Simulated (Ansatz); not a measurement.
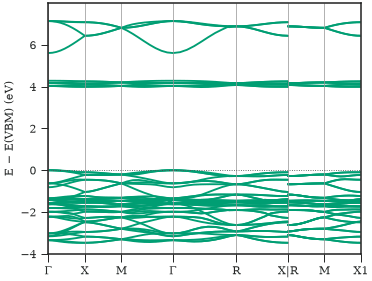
Figure. Band structure from r²SCAN (plane waves, PAW; program Ansatz)

Task: Read off the gap and where the band edges lie.

Result: About 4.0 eV (3.98 eV by a search for the band edges); maximum at Γ, minimum on the Γ–R line, 46 % of the way from Γ.

Task: Which of these materials gives this?
A) ZnN2O6, Pa-3 (Zn on 4b, N on 8c, O on 24d)
B) SiC2N4, Pn-3m (Si on 2a, C on 4c, N on 8e)
C) KTaO3, cubic perovskite
D) SrTiO3, cubic perovskite

Result: A, ZnN2O6, Pa-3 (Zn on 4b, N on 8c, O on 24d)

The workflow started from a Materials Project entry (that database holds measured and hypothetical structures alike); the Crystallography Open Database copy checked does not list it. Its standing as an ambient phase is unchecked. The cell was relaxed with r²SCAN under the symmetry of its start; its stability against distortions is not shown here.

Potentials: the later of the program's two PAW sets.
